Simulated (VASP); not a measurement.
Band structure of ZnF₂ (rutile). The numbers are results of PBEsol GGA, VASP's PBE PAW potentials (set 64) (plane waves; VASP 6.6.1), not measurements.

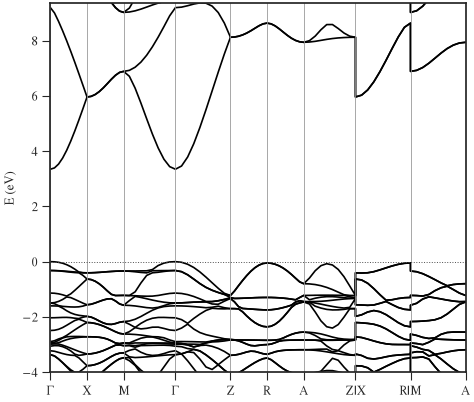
Figure: Bands along high-symmetry lines, zero at the valence-band maximum or, without a gap, the Fermi level

Read the plot: is there a gap, and where are the band edges?

The gap is direct, 3.35 eV, from the valence maximum at Γ to the conduction minimum at Γ. (Edges off the drawn lines would not show.)

Measured: gap 7.50 eV (computed value off by -4.15 eV), as given by Dominik Kurzydłowski et al., Inorganic Chemistry (2020), arXiv:1912.01850 [midpoint of the printed range].

The compound is ZnF2 in the rutile structure. It was relaxed first.
